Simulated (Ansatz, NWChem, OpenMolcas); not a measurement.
# Exact exchange and the HOMO–LUMO gap of CH2I2 (diiodomethane)

The species is CH2I2 (5 atoms), meant as a singlet with charge 0. SMILES: `ICI`. The shape is that of a PBE0-D4/def2-TZVP optimisation.

The HOMO–LUMO gap y, in eV, basis def2-SVP with a core potential; a is the functional's share of exact exchange. Programs: Ansatz 0.2.0, NWChem 7.3.0, OpenMolcas 26.06.

```
functional     program     a  y (eV)
      BLYP      NWChem     0    3.51
       PBE  OpenMolcas     0    3.58
     B3LYP      NWChem   0.2    5.10
      PBE0      Ansatz  0.25       ?
     BHLYP      NWChem   0.5    7.48
```

Fit y = c + s·a to the known rows and predict PBE0.


1. Means of the 4 rows: a = 0.1750, y = 4.918.
2. Σ(Δa)² = 0.1675, Σ(Δa·Δy) = 1.3178, so the slope is 1.3178/0.1675 = 7.8675.
3. Intercept: 4.918 − (7.8675) × 0.1750 = 3.541. The largest residual of the fit is 0.039.
4. PBE0: 3.541 + (7.8675) × 0.25 = 5.51 eV.

The run gave 5.57 eV, so the prediction is off by -0.06 eV, more than the scatter of the fit. Exact exchange lowers occupied levels and raises empty ones. The rows mix families of semi-local functionals, which the line can't see.

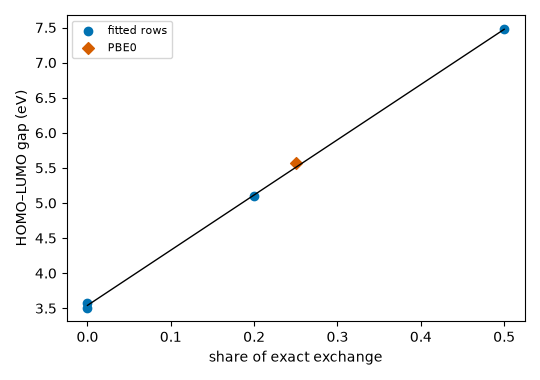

The fitted line, with the withheld row.
